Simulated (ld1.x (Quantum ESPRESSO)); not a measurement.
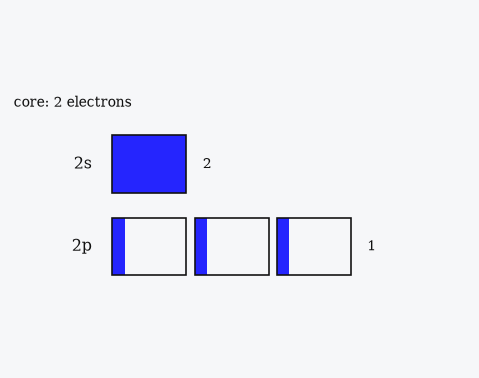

**Figure 1.** The valence shells of the reference configuration: a box for each of the 2l + 1 orbitals, shaded by the share of the shell that is filled, with the electron count at the right.

# B: pseudopotential generation (part 1 of 2)

System: boron (B, Z = 5), core [He], reference valence 2s2 2p1, valence charge 3.
Method: TM potential, LDA (PZ), scalar-relativistic, made with ld1.x (Quantum ESPRESSO) 7.5.

### The program's output
```
     Program LD1 v.7.5
     --------------------------- All-electron run ----------------------------

     B
     scalar relativistic calculation

     atomic number is  5.00
     dft =PZ   lsd =0 sic =0 latt =0  beta=0.20 tr2=1.0E-14
     Exchange-correlation= PZ
                           (   1   1   0   0   0   0   0)
     mesh =1059 r(mesh) = 101.04461 a.u. xmin = -7.00 dx = 0.01250
     1 Ry =  13.60569312 eV, c = 137.03599908

     n l     nl                  e(Ry)          e(Ha)          e(eV)
     1 0     1S 1( 2.00)       -13.1316        -6.5658      -178.6638
     2 0     2S 1( 2.00)        -0.6901        -0.3451        -9.3898
     2 1     2P 1( 1.00)        -0.2734        -0.1367        -3.7204

     final scf error:  2.8E-15 reached in  32 iterations

     Etot =     -48.701118 Ry,     -24.350559 Ha,    -662.612468 eV

     Ekin =      48.362292 Ry,      24.181146 Ha,     658.002502 eV
     Encl =    -113.027233 Ry,     -56.513616 Ha,   -1537.813844 eV
     Eh   =      23.011419 Ry,      11.505709 Ha,     313.086301 eV
     Exc  =      -7.047596 Ry,      -3.523798 Ha,     -95.887428 eV

     normalization and overlap integrals

     s(1S/1S) =  1.000000  <r> =   0.3322  <r2> =    0.1500  r(max) =   0.2129
     s(2S/2S) =  1.000000  <r> =   1.9653  <r2> =    4.6702  r(max) =   1.5152
     s(2P/2P) =  1.000000  <r> =   2.2891  <r2> =    6.8012  r(max) =   1.5536

     ------------------------ End of All-electron run ------------------------

     --------------------- Generating NC pseudopotential ---------------------

      Generating local pot.: lloc=0, matching radius rcloc =   1.2000

      Wfc   2P  rcut= 3.051  Using Troullier-Martins method

     ------------------- End of pseudopotential generation -------------------

     --------------------------- All-electron run ----------------------------

     B
     scalar relativistic calculation

     atomic number is  5.00
     dft =PZ   lsd =0 sic =0 latt =0  beta=0.20 tr2=1.0E-14
     Exchange-correlation= PZ
                           (   1   1   0   0   0   0   0)
     mesh =1059 r(mesh) = 101.04461 a.u. xmin = -7.00 dx = 0.01250
     1 Ry =  13.60569312 eV, c = 137.03599908

     n l     nl                  e(Ry)          e(Ha)          e(eV)
     1 0     1S 1( 2.00)       -13.1316        -6.5658      -178.6638
     2 0     2S 1( 2.00)        -0.6901        -0.3451        -9.3898
     2 1     2P 1( 1.00)        -0.2734        -0.1367        -3.7204

     final scf error:  2.8E-15 reached in  32 iterations

     Etot =     -48.701118 Ry,     -24.350559 Ha,    -662.612468 eV

     Ekin =      48.362292 Ry,      24.181146 Ha,     658.002502 eV
     Encl =    -113.027233 Ry,     -56.513616 Ha,   -1537.813844 eV
     Eh   =      23.011419 Ry,      11.505709 Ha,     313.086301 eV
     Exc  =      -7.047596 Ry,      -3.523798 Ha,     -95.887428 eV

     normalization and overlap integrals

     s(1S/1S) =  1.000000  <r> =   0.3322  <r2> =    0.1500  r(max) =   0.2129
     s(2S/2S) =  1.000000  <r> =   1.9653  <r2> =    4.6702  r(max) =   1.5152
     s(2P/2P) =  1.000000  <r> =   2.2891  <r2> =    6.8012  r(max) =   1.5536

     ------------------------ End of All-electron run ------------------------

     Computing logarithmic derivative in   3.30961
     Computing logarithmic derivative in   3.30961
     Computing the partial wave expansion
       no projector for channel:   0
     R is outside the sphere for l=    1 j= 0.00

     ---------------------- Testing the pseudopotential ----------------------

     B
     scalar relativistic calculation

     atomic number is  5.00   valence charge is  3.00
     dft =PZ   lsd =0 sic =0 latt =0  beta=0.20 tr2=1.0E-14
     mesh =1059 r(mesh) = 101.04461 xmin = -7.00 dx = 0.01250

     n l     nl             e AE (Ry)        e PS (Ry)    De AE-PS (Ry)
     1 0     2S   1( 2.00)       -0.69014       -0.69014        0.00000
     2 1     2P   1( 1.00)       -0.27344       -0.27344        0.00000

     eps = 1.8E-15  iter =  9

     Etot =     -48.701118 Ry,     -24.350559 Ha,    -662.612468 eV
     Etotps =    -5.132217 Ry,      -2.566109 Ha,     -69.827370 eV

     Ekin =       2.352116 Ry,       1.176058 Ha,      32.002162 eV
     Encl =      -9.468088 Ry,      -4.734044 Ha,    -128.819904 eV
     Ehrt =       3.948916 Ry,       1.974458 Ha,      53.727745 eV
     Ecxc =      -1.550371 Ry,      -0.775185 Ha,     -21.093872 eV
     Epseu=      -0.414790 Ry,      -0.207395 Ha,      -5.643502 eV

     ---------------------- End of pseudopotential test ----------------------
```

### Output of the test run (extracts)
```
     ---------------------- Testing the pseudopotential ----------------------

     B
     scalar relativistic calculation

     atomic number is  5.00   valence charge is  3.00
     dft =PZ   lsd =0 sic =0 latt =0  beta=0.20 tr2=1.0E-14
     mesh =1059 r(mesh) = 101.04461 xmin = -7.00 dx = 0.01250

     n l     nl             e AE (Ry)        e PS (Ry)    De AE-PS (Ry)
     1 0     2S   1( 2.00)       -0.69014       -0.69014        0.00000
     2 1     2P   1( 1.00)       -0.27344       -0.27344        0.00000

     eps = 8.9E-16  iter =  9

     Etot =     -48.701118 Ry,     -24.350559 Ha,    -662.612468 eV
     Etotps =    -5.132217 Ry,      -2.566109 Ha,     -69.827371 eV

     Ekin =       2.352115 Ry,       1.176058 Ha,      32.002161 eV
     Encl =      -9.468088 Ry,      -4.734044 Ha,    -128.819903 eV
     Ehrt =       3.948916 Ry,       1.974458 Ha,      53.727745 eV
     Ecxc =      -1.550371 Ry,      -0.775185 Ha,     -21.093872 eV
     Epseu=      -0.414790 Ry,      -0.207395 Ha,      -5.643502 eV

     ---------------------- End of pseudopotential test ----------------------

     ---------------------- Testing the pseudopotential ----------------------

     B
     scalar relativistic calculation

     atomic number is  5.00   valence charge is  3.00
     dft =PZ   lsd =0 sic =0 latt =0  beta=0.20 tr2=1.0E-14
     mesh =1059 r(mesh) = 101.04461 xmin = -7.00 dx = 0.01250

     n l     nl             e AE (Ry)        e PS (Ry)    De AE-PS (Ry)
     1 0     2S   1( 2.00)       -1.42714       -1.41613       -0.01101  !
     2 1     2P   1( 0.00)       -0.98934       -0.96933       -0.02001  !

     eps = 6.6E-15  iter =  8

     Etot =     -48.089125 Ry,     -24.044563 Ha,    -654.285884 eV
     Etotps =    -4.526911 Ry,      -2.263455 Ha,     -61.591756 eV
     dEtot_ae =       0.611993 Ry
     dEtot_ps =       0.605307 Ry,   Delta E=       0.006686 Ry

     Ekin =       1.328622 Ry,       0.664311 Ha,      18.076818 eV
     Encl =      -6.827666 Ry,      -3.413833 Ha,     -92.895129 eV
     Ehrt =       2.009143 Ry,       1.004571 Ha,      27.335783 eV
     Ecxc =      -1.037009 Ry,      -0.518505 Ha,     -14.109227 eV

     ---------------------- End of pseudopotential test ----------------------

     ---------------------- Testing the pseudopotential ----------------------

     B
     scalar relativistic calculation

     atomic number is  5.00   valence charge is  3.00
     dft =PZ   lsd =0 sic =0 latt =0  beta=0.20 tr2=1.0E-14
     mesh =1059 r(mesh) = 101.04461 xmin = -7.00 dx = 0.01250

     n l     nl             e AE (Ry)        e PS (Ry)    De AE-PS (Ry)
     1 0     2S   1( 1.00)       -2.30349       -2.27847       -0.02502  !
     2 1     2P   1( 0.00)       -1.87553       -1.81455       -0.06097  !

     eps = 8.8E-15  iter =  5

     Etot =     -46.229265 Ry,     -23.114633 Ha,    -628.981198 eV
     Etotps =    -2.683945 Ry,      -1.341972 Ha,     -36.516929 eV
     dEtot_ae =       2.471853 Ry
     dEtot_ps =       2.448272 Ry,   Delta E=       0.023580 Ry

     Ekin =       0.781724 Ry,       0.390862 Ha,      10.635902 eV
     Encl =      -3.556216 Ry,      -1.778108 Ha,     -48.384783 eV
     Ehrt =       0.541896 Ry,       0.270948 Ha,       7.372866 eV
     Ecxc =      -0.451349 Ry,      -0.225674 Ha,      -6.140914 eV

     ---------------------- End of pseudopotential test ----------------------

     ---------------------- Testing the pseudopotential ----------------------

     B
     scalar relativistic calculation

     atomic number is  5.00   valence charge is  3.00
     dft =PZ   lsd =0 sic =0 latt =0  beta=0.20 tr2=1.0E-14
     mesh =1059 r(mesh) = 101.04461 xmin = -7.00 dx = 0.01250

     n l     nl             e AE (Ry)        e PS (Ry)    De AE-PS (Ry)
     1 0     2S   1( 2.00)       -1.03331       -1.03100       -0.00230
     2 1     2P   1( 0.50)       -0.60236       -0.59731       -0.00504  !

     eps = 3.3E-15  iter =  7

     Etot =     -48.484819 Ry,     -24.242409 Ha,    -659.669567 eV
     Etotps =    -4.916869 Ry,      -2.458434 Ha,     -66.897410 eV
     dEtot_ae =       0.216299 Ry
     dEtot_ps =       0.215348 Ry,   Delta E=       0.000951 Ry

     Ekin =       1.935788 Ry,       0.967894 Ha,      26.337744 eV
     Encl =      -8.248203 Ry,      -4.124101 Ha,    -112.222514 eV
     Ehrt =       2.953744 Ry,       1.476872 Ha,      40.187728 eV
     Ecxc =      -1.310175 Ry,      -0.655088 Ha,     -17.825839 eV
     Epseu=      -0.248023 Ry,      -0.124012 Ha,      -3.374529 eV

     ---------------------- End of pseudopotential test ----------------------

     ---------------------- Testing the pseudopotential ----------------------

     B
     scalar relativistic calculation

     atomic number is  5.00   valence charge is  3.00
     dft =PZ   lsd =0 sic =0 latt =0  beta=0.20 tr2=1.0E-14
     mesh =1059 r(mesh) = 101.04461 xmin = -7.00 dx = 0.01250

     n l     nl             e AE (Ry)        e PS (Ry)    De AE-PS (Ry)
     1 0     2S   1( 1.00)       -0.72416       -0.72861        0.00445
     2 1     2P   1( 2.00)       -0.30511       -0.30805        0.00294

     eps = 3.1E-16  iter = 12

     Etot =     -48.283209 Ry,     -24.141604 Ha,    -656.926520 eV
     Etotps =    -4.713525 Ry,      -2.356763 Ha,     -64.130777 eV
     dEtot_ae =       0.417910 Ry
     dEtot_ps =       0.418692 Ry,   Delta E=      -0.000782 Ry

     Ekin =       3.143000 Ry,       1.571500 Ha,      42.762694 eV
     Encl =      -9.306723 Ry,      -4.653362 Ha,    -126.624418 eV
     Ehrt =       3.825674 Ry,       1.912837 Ha,      52.050952 eV
     Ecxc =      -1.506445 Ry,      -0.753223 Ha,     -20.496231 eV
     Epseu=      -0.869031 Ry,      -0.434516 Ha,     -11.823775 eV

     ---------------------- End of pseudopotential test ----------------------

     ---------------------- Testing the pseudopotential ----------------------

     B
     scalar relativistic calculation

     atomic number is  5.00   valence charge is  3.00
     dft =PZ   lsd =0 sic =0 latt =0  beta=0.20 tr2=1.0E-14
     mesh =1059 r(mesh) = 101.04461 xmin = -7.00 dx = 0.01250

     n l     nl             e AE (Ry)        e PS (Ry)    De AE-PS (Ry)
     1 0     2S   1( 0.00)       -0.75290       -0.76132        0.00842  !
     2 1     2P   1( 3.00)       -0.33189       -0.33766        0.00577  !

     eps = 6.6E-15  iter = 10

     Etot =     -47.863152 Ry,     -23.931576 Ha,    -651.211364 eV
     Etotps =    -4.291357 Ry,      -2.145679 Ha,     -58.386890 eV
     dEtot_ae =       0.837966 Ry
     dEtot_ps =       0.840860 Ry,   Delta E=      -0.002894 Ry

     Ekin =       3.982804 Ry,       1.991402 Ha,      54.188813 eV
     Encl =      -9.172844 Ry,      -4.586422 Ha,    -124.802896 eV
     Ehrt =       3.724205 Ry,       1.862102 Ha,      50.670389 eV
     Ecxc =      -1.470746 Ry,      -0.735373 Ha,     -20.010516 eV
     Epseu=      -1.354777 Ry,      -0.677388 Ha,     -18.432679 eV

     ---------------------- End of pseudopotential test ----------------------

     ---------------------- Testing the pseudopotential ----------------------

     B
     scalar relativistic calculation

     atomic number is  5.00   valence charge is  3.00
     dft =PZ   lsd =0 sic =0 latt =0  beta=0.20 tr2=1.0E-14
     mesh =1059 r(mesh) = 101.04461 xmin = -7.00 dx = 0.01250

     n l     nl             e AE (Ry)        e PS (Ry)    De AE-PS (Ry)
     1 0     2S   1( 1.00)       -1.43301       -1.43862        0.00562  !
     2 1     2P   1( 1.00)       -0.99517       -0.99126       -0.00391

     eps = 8.2E-17  iter =  7

     Etot =     -47.651322 Ry,     -23.825661 Ha,    -648.329265 eV
     Etotps =    -4.079826 Ry,      -2.039913 Ha,     -55.508858 eV
     dEtot_ae =       1.049796 Ry
     dEtot_ps =       1.052391 Ry,   Delta E=      -0.002595 Ry

     Ekin =       2.313041 Ry,       1.156521 Ha,      31.470532 eV
     Encl =      -6.755078 Ry,      -3.377539 Ha,     -91.907514 eV
     Ehrt =       1.956974 Ry,       0.978487 Ha,      26.625987 eV
     Ecxc =      -1.012822 Ry,      -0.506411 Ha,     -13.780139 eV
     Epseu=      -0.581942 Ry,      -0.290971 Ha,      -7.917725 eV

     ---------------------- End of pseudopotential test ----------------------

     ---------------------- Testing the pseudopotential ----------------------

     B
     scalar relativistic calculation

     atomic number is  5.00   valence charge is  3.00
     dft =PZ   lsd =0 sic =0 latt =0  beta=0.20 tr2=1.0E-14
     mesh =1059 r(mesh) = 101.04461 xmin = -7.00 dx = 0.01250

     n l     nl             e AE (Ry)        e PS (Ry)    De AE-PS (Ry)
     1 0     2S   1( 2.00)       -0.51533       -0.51512       -0.00022
     2 1     2P   1( 1.30)       -0.10988       -0.11025        0.00037

     eps = 2.3E-15  iter =  8

     Etot =     -48.757886 Ry,     -24.378943 Ha,    -663.384841 eV
     Etotps =    -5.189074 Ry,      -2.594537 Ha,     -70.600945 eV
     dEtot_ae =      -0.056768 Ry
     dEtot_ps =      -0.056857 Ry,   Delta E=       0.000088 Ry

     Ekin =       2.503899 Ry,       1.251950 Ha,      34.067285 eV
     Encl =     -10.071378 Ry,      -5.035689 Ha,    -137.028077 eV
     Ehrt =       4.521751 Ry,       2.260876 Ha,      61.521561 eV
     Ecxc =      -1.668674 Ry,      -0.834337 Ha,     -22.703471 eV
     Epseu=      -0.474672 Ry,      -0.237336 Ha,      -6.458243 eV

     ---------------------- End of pseudopotential test ----------------------
```

(Continued in part 2.) Outcome of the run: generated.
